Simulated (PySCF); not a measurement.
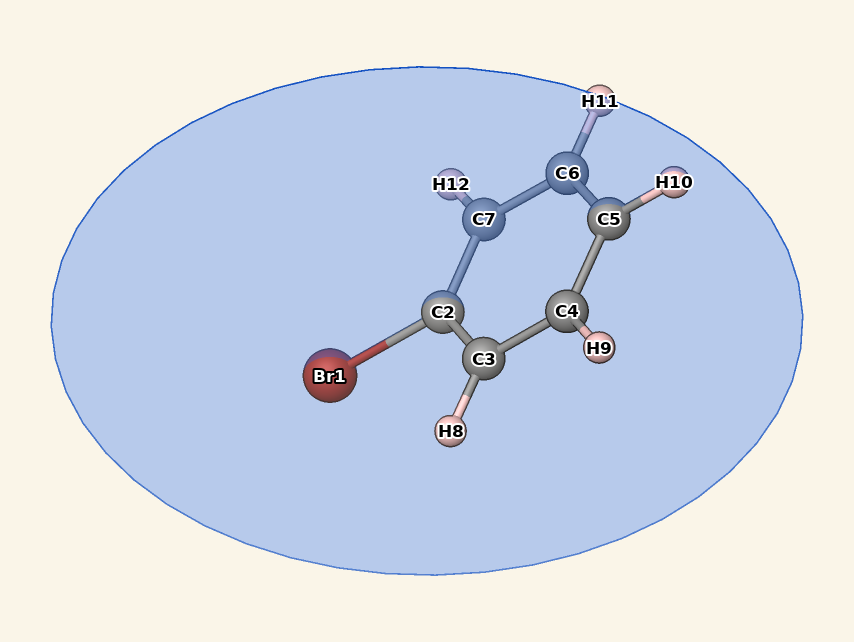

A disc through the centre of mass is drawn in. Depth is shown by fading: the farther an atom, the more it takes the colour of the background. The computed structure is the end point of a PBE0-D3(BJ)/def2-SVP optimisation. No frequency run is at hand to confirm it as a minimum.

Question: Is the plane of the disc a mirror plane of the structure?

Answer: Yes. The reflection leaves Br1, C2, C5, H10 in place and moves C3 ↔ C7; C4 ↔ C6; H8 ↔ H12; H9 ↔ H11. The point group is C2v.
